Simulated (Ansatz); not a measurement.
# One shape, several levels: [B2H5]− (SMILES B[BH3-])

We compute a comparison of 6 runs (B2PLYP/STO-3G, BHLYP/STO-3G, PBE/STO-3G, PBE0/STO-3G, wB97M-V/STO-3G, CCSD/STO-3G) of [B2H5]−. 

Program for the calculation: Ansatz 0.2.0.

1 further run of the same task is left out (set aside as unsound or not needed).

### 1 Starting point

[B2H5]−: 7 atoms, total charge -1, spin state singlet. SMILES: `B[BH3-]`. The H4–B1 distance was set to 1.805 Å, away from the relaxed value. At this shape a bond of the SMILES string is far longer than usual.

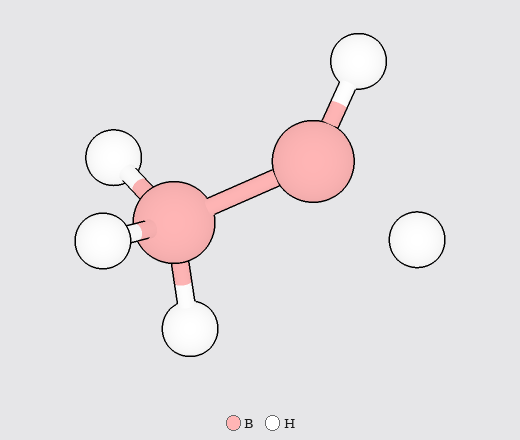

The structure, seen from a chosen angle (boron pink, hydrogen white).

### 2 The energy at B2PLYP/STO-3G (run 1)

in.yaml reads:

```yaml
crystal:
  periodic: [false, false, false]
  atoms:
    - symbol: B
      position_ang: [0.618181, -0.381279, 0.382784]
    - symbol: B
      position_ang: [0.288261, 1.045841, -0.440946]
    - symbol: H
      position_ang: [1.670321, -0.695999, 0.877424]
    - symbol: H
      position_ang: [-0.606320, -1.678230, 0.657480]
    - symbol: H
      position_ang: [-0.123359, 0.803891, -1.586626]
    - symbol: H
      position_ang: [-0.634029, 1.662421, 0.115894]
    - symbol: H
      position_ang: [1.235981, 1.837281, -0.555406]
basis:
  gaussian: {orbitals: STO-3G}
total_charge: -1
hamiltonian: {xc: {name: B2PLYP}}
correlation: {frozen_orbitals: {B: 1, H: 0}}
accuracy: high
```

Run with:

```sh
ansatz run in.yaml --threads 1 --pin off --max-ram 2610MiB --events-out events.jsonl --progress --plain --runs-dir runs
```

The log of the run:

```text
Warning: RAYON_NUM_THREADS=1 ignored (pool sized by the plan → 1); use --threads N
Functional definition: B2PLYP
  name "B2PLYP"
  parameter a = 0.53
  parameter c = 0.27
  exchange = (1 - a)*b88_x + a*exact_x
  correlation = (1 - c)*lyp_c + c*(mp2_os + mp2_ss)
252 factors; integrals over basis functions are off by at most 2.9e-8 eV
mean field evaluation 1: about -1404.5841 eV, gradient 1.9e1 eV
mean field evaluation 2: about -1404.5630 eV, gradient 1.9e1 eV
mean field evaluation 4: about -1406.5857 eV, gradient 1.1e0 eV
mean field evaluation 8: about -1406.5879 eV, gradient 5.1e-3 eV
mean field evaluation 16: about -1406.5879 eV, gradient 7.9e-8 eV
mean field -1406.58788678 eV, -51.6911514198 hartree, gradient 8.7e-9 eV, S^2 0.000000; 0 other end points of the search recorded, 0 dependent functions left out
2 core orbitals not correlated: weight in the atoms' cores, before any rotation towards them, 1.000 or more for the frozen orbitals, at most 0.000 for the correlated occupied ones
reference -1406.58790461 eV, -51.6911520748 hartree; 6, 6 occupied and 7, 7 virtual orbitals, 252 factors
second order -3.36472803 eV of doubles, -0.00000000 eV of singles
Total energy: -1407.49638117 eV, -51.7245379729 hartree
```

Run time: 1.4 s. Hardware: 1 thread of Arm Neoverse V1, shared host; peak memory 0.096 GiB.

### 3 The energy at BHLYP/STO-3G (run 2)

in.yaml reads:

```yaml
crystal:
  periodic: [false, false, false]
  atoms:
    - {symbol: B, position_ang: [0.618181, -0.381279, 0.382784]}
    - {symbol: B, position_ang: [0.288261, 1.045841, -0.440946]}
    - {symbol: H, position_ang: [1.670321, -0.695999, 0.877424]}
    - {symbol: H, position_ang: [-0.606320, -1.678230, 0.657480]}
    - {symbol: H, position_ang: [-0.123359, 0.803891, -1.586626]}
    - {symbol: H, position_ang: [-0.634029, 1.662421, 0.115894]}
    - {symbol: H, position_ang: [1.235981, 1.837281, -0.555406]}
basis:
  gaussian: {orbitals: STO-3G}
total_charge: -1
hamiltonian: {xc: {name: BHLYP}}
accuracy: high
```

Run with:

```sh
ansatz run in.yaml --threads 1 --pin off --max-ram 2610MiB --events-out events.jsonl --progress --plain --runs-dir runs
```

The log of the run:

```text
Warning: RAYON_NUM_THREADS=1 ignored (pool sized by the plan → 1); use --threads N
Functional definition: BHLYP
  name "BHLYP"
  parameter a = 0.5
[... 1 set-up line as earlier in the session ...]
  correlation = lyp_c
252 factors; integrals over basis functions are off by at most 2.9e-8 eV
mean field evaluation 1: about -1407.9029 eV, gradient 1.9e1 eV
mean field evaluation 2: about -1408.9936 eV, gradient 1.4e1 eV
mean field evaluation 4: about -1409.9062 eV, gradient 3.2e-1 eV
mean field evaluation 8: about -1409.8531 eV, gradient 5.1e-4 eV
mean field evaluation 16: about -1409.8531 eV, gradient 2.0e-8 eV
mean field -1409.85314657 eV, -51.8111475036 hartree, gradient 2.0e-8 eV, S^2 0.000000; 0 other end points of the search recorded, 0 dependent functions left out
reference -1409.85316557 eV, -51.8111482020 hartree; 8, 8 occupied and 7, 7 virtual orbitals, 252 factors
Total energy: -1409.85316557 eV, -51.8111482020 hartree
```

Run time: 0.89 s. Hardware: 1 thread of Arm Neoverse V1, shared host; peak memory 0.092 GiB.

Runs 3 to 5 aren't shown in full; the table further down has their settings and results.

### 4 The energy at CCSD/STO-3G (run 6)

in.yaml reads:

```yaml
basis:
  gaussian: {orbitals: STO-3G}
crystal:
  periodic: [false, false, false]
  atoms:
    - symbol: B
      position_ang: [0.618181, -0.381279, 0.382784]
    - symbol: B
      position_ang: [0.288261, 1.045841, -0.440946]
    - symbol: H
      position_ang: [1.670321, -0.695999, 0.877424]
    - symbol: H
      position_ang: [-0.606320, -1.678230, 0.657480]
    - symbol: H
      position_ang: [-0.123359, 0.803891, -1.586626]
    - symbol: H
      position_ang: [-0.634029, 1.662421, 0.115894]
    - symbol: H
      position_ang: [1.235981, 1.837281, -0.555406]
total_charge: -1
correlation: {method: ccsd, frozen_orbitals: {B: 1, H: 0}}
accuracy: high
scf: {omitted_lower_state_checks: [cluster_reference, increment]}
```

Run with:

```sh
ansatz run in.yaml --threads 1 --pin off --max-ram 2610MiB --events-out events.jsonl --progress --plain --runs-dir runs
```

The log of the run (excerpt; [...] marks lines left out):

```text
Warning: RAYON_NUM_THREADS=1 ignored (pool sized by the plan → 1); use --threads N
Functional definition: HF
  name "HF"
[...]
252 factors; integrals over basis functions are off by at most 2.9e-8 eV
[...]
mean field -1397.77377169 eV, -51.3672386645 hartree, gradient 1.4e-8 eV, S^2 0.000000; 0 other end points of the search recorded, 0 dependent functions left out; unrestricted orbitals would lower it
2 core orbitals not correlated: weight in the atoms' cores, before any rotation towards them, 1.000 or more for the frozen orbitals, at most 0.000 for the correlated occupied ones
reference -1397.77377169 eV, -51.3672386645 hartree; 6, 6 occupied and 7, 7 virtual orbitals, 252 factors
second order -2.55327629 eV of doubles, -0.00000000 eV of singles
cycle   1  -3.27383312 eV  change   -7.2e-1 eV  update   8.1e-2
[...]
cycle  22  -3.71905054 eV  change  -6.4e-11 eV  update  8.0e-10
Total energy: -1401.49282223 eV, -51.5039112510 hartree
Checks for a lower state left out: cluster_reference, increment
```

It took 0.12 s on 1 thread of Arm Neoverse V1, shared host.

### 5 The series

```
run           level  frozen core orbitals  energy (Eh)  wall time
  1   B2PLYP/STO-3G                     2   -51.724538      1.4 s
  2    BHLYP/STO-3G                     –   -51.811148     0.89 s
  3      PBE/STO-3G                     –   -51.757608     0.97 s
  4     PBE0/STO-3G                     –   -51.770885     0.97 s
  5  wB97M-V/STO-3G                     –   -51.812730       17 s
  6     CCSD/STO-3G                     2   -51.503911     0.12 s
```

### 6 Outcome

| quantity | value |
| --- | --- |
| run 6: total energy | -51.50391 Eh |
| run 6: correlation energy (2 core orbitals frozen) | -136.7 mEh |
| run 6: T1 diagnostic | 0.014 |

What this shows: Totals of different functionals can't be ranked against each other. In run 6 the log says that unrestricted orbitals would lower the reference, so the values rest on an unstable closed-shell determinant (other closed-shell runs at this shape may share the fault). In runs 1, 2, 3, 4, 5, 6 the basis is minimal, so the values are rough. All runs together took 21 s, the longest 17 s.
